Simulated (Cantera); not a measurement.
A closed system holds: 1 mol Ti(OiPr)4, 0.17 mol CH4, 260 mol H2, at 24.0 mbar.

Method: chemical equilibrium by Gibbs-energy minimisation in Cantera with the NASA 1993 tables (ideal gas, pure condensed phases). Candidate condensed phases: C, C6H6, C7H8, C8H18, H2O, Ti, TiC, TiO, TiO2, Ti2O3, Ti3O5, Ti4O7; 113 gas species. The feed counts by its element totals alone. TiC: taken at fixed stoichiometry. Rates play no part.

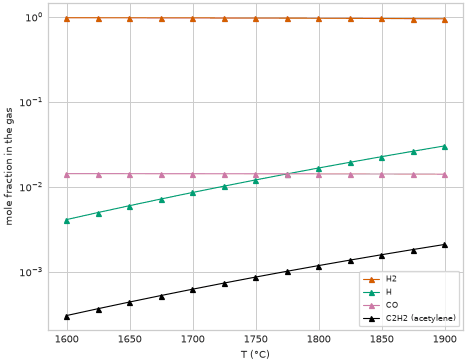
Figure: Equilibrium gas composition (values under 1e-9 drawn at 1e-9)

From 1600 °C to 1900 °C the condensed part is C(graphite) + TiC(s).
